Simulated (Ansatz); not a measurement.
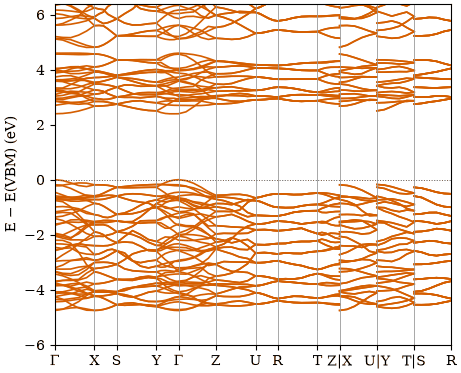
Fig. 1. Band structure from DFT-PBE in the program Ansatz with PAW potentials

Q: Read off the gap and where the band edges lie.

A: About 2.4 eV (2.39 eV by a search for the band edges); maximum at Γ, minimum on the Y–Γ line, 69 % of the way from Y.

Q: Pick the material that matches.
A) TiO2, Pbca (Ti on 8c, O on 8c, O on 8c)
B) FeS2, Pnnm (Fe on 2a, S on 4g)
C) HgI2, Pnnm (Hg on 2a, I on 4g)
D) ZrS2, Pnnm (Zr on 2a, S on 4g)

A: A, TiO2, Pbca (Ti on 8c, O on 8c, O on 8c)

Symmetry was held in the PBE relaxation. No spin polarisation was allowed.

Potentials: the later of the program's two PAW sets.
